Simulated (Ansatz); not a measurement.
**FH6HfN3: how energies converge with the basis set**

How large a basis does FH6HfN3 need? Two functionals are run in growing sets.

The runs use Ansatz 0.2.0, Gaussian basis; one geometry, several basis sets.

The runs, in order: PBE0-D4/def2-SVP; ωB97M-V/def2-SVP; PBE0-D4/def2-QZVPP; ωB97M-V/def2-QZVPP; the functionals' def2-TZVPP values are taken from earlier runs.

### Step 1. Structure used throughout

An earlier PBE0-D4 in a triple-zeta def2 set relaxation fixed the geometry. Hf takes the def2 core potential; no spin-orbit term is included.

SMILES `[NH2][Hf]([NH2])([NH2])[F]`, 11 atoms, charge 0, spin multiplicity 1.

Atoms are counted from 1 here; the program's logs count them from 0.

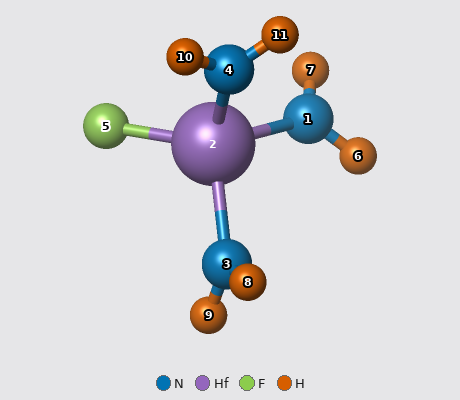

The structure; nitrogen blue, hafnium purple, fluorine green, hydrogen orange; atoms are numbered from 1 in the order of the file.

### Step 2. PBE0-D4 in def2-SVP

Input file in.yaml:

```yaml
crystal:
  periodic: [false, false, false]
  atoms:
    - {symbol: N, position_ang: [-1.653975, 0.914240, -0.255556]}
    - {symbol: Hf, position_ang: [0.294963, 0.437315, 0.097373]}
    - {symbol: N, position_ang: [0.328974, -0.853139, 1.673440]}
    - {symbol: N, position_ang: [0.977287, -0.576552, -1.532647]}
    - {symbol: F, position_ang: [1.356442, 2.010727, 0.447671]}
    - {symbol: H, position_ang: [-2.452384, 0.463169, 0.166961]}
    - {symbol: H, position_ang: [-1.978045, 1.698624, -0.804575]}
    - {symbol: H, position_ang: [0.495425, -1.847111, 1.612060]}
    - {symbol: H, position_ang: [0.277789, -0.592904, 2.648806]}
    - {symbol: H, position_ang: [1.948495, -0.737522, -1.761843]}
    - {symbol: H, position_ang: [0.405018, -0.916839, -2.291700]}
basis:
  gaussian: {orbitals: def2-SVP}
hamiltonian: {xc: pbe0, dispersion: d4}
output: {orbitals: {seedname: orbitals}}
```

On the command line:

```console
> ansatz run in.yaml --threads 4 --pin off --events-out ev --progress --plain --max-ram 10444MiB
```

After this run come: ωB97M-V in def2-SVP; PBE0-D4 in def2-QZVPP; ωB97M-V in def2-QZVPP.

Q: Predict the results of all the runs planned. Wanted: PBE0-D4: double and triple zeta above quadruple; ωB97M-V: double and triple zeta above quadruple.

**Answer**, as computed:

| quantity | value |
| --- | --- |
| PBE0-D4: double and triple zeta above quadruple | 9.80, 0.45 eV |
| ωB97M-V: double and triple zeta above quadruple | 10.08, 0.43 eV |

What this shows: For PBE0-D4 the step from double to triple zeta gains 9.34 eV and the next only 0.45 eV. These are total energies; as a rule much of such shifts cancels in differences, which this series doesn't test. The LUMO of ωB97M-V is positive and keeps falling with the basis (1.38 to 0.54 eV): an unbound level that the basis holds in place.
